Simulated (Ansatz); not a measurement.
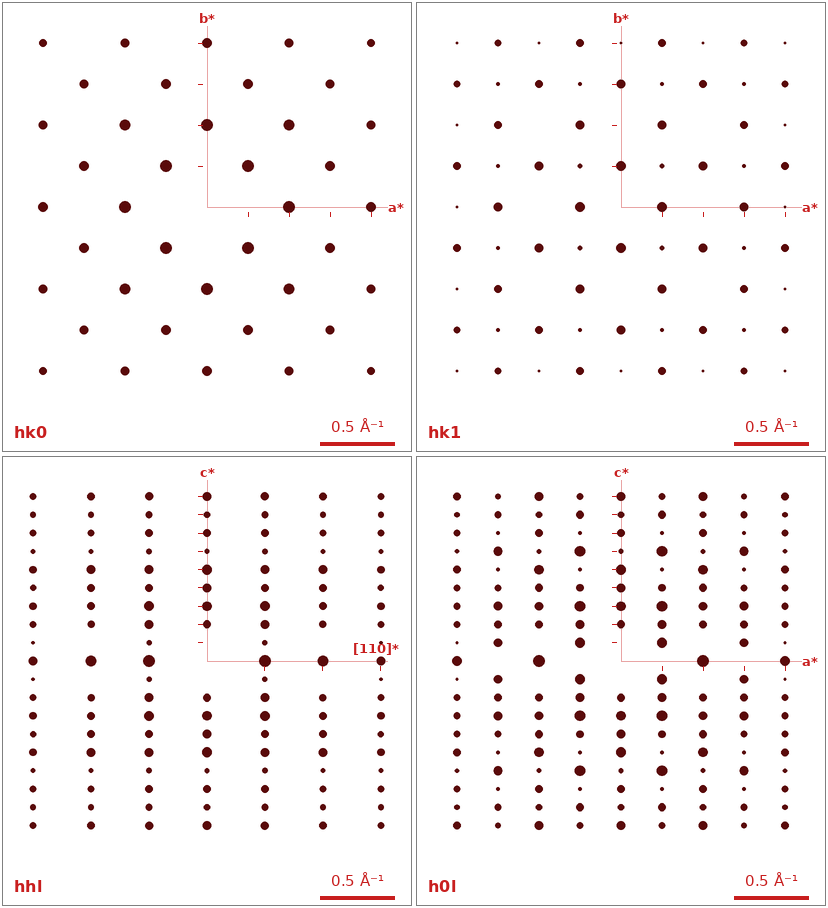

Four undistorted layers of reciprocal space, calculated for a single crystal (X-rays, kinematic |F|², B = 0.5 Å²). Tick marks count the reciprocal lattice steps of the conventional cell along each axis.

> Read the reciprocal cell and give the direct cell.

a* = 0.278, b* = 0.278, c* = 0.124 Å⁻¹; the cell is tetragonal with a = 3.60 Å, c = 8.08 Å.

> List the systematic absences.

Reflections are present only under these conditions. hkl: no condition; hk0: h + k = 2n; h0l: no condition; hhl: no condition; h00: h = 2n; 00l: no condition. The lattice is primitive (P). A few very weak reflections are below the display threshold.

> Which space groups fit?

The intensities have Laue symmetry 4/mmm (the hk0 layer shows 4mm, hk1 shows 4mm). With these conditions only P4/nmm (No. 129) fits. The compound is CuPbF. Structure: the end point of a relaxation with DFT, PAW plane waves, r2scan+U in Ansatz; the starting structure was generated, so it need not be a known form of this composition.
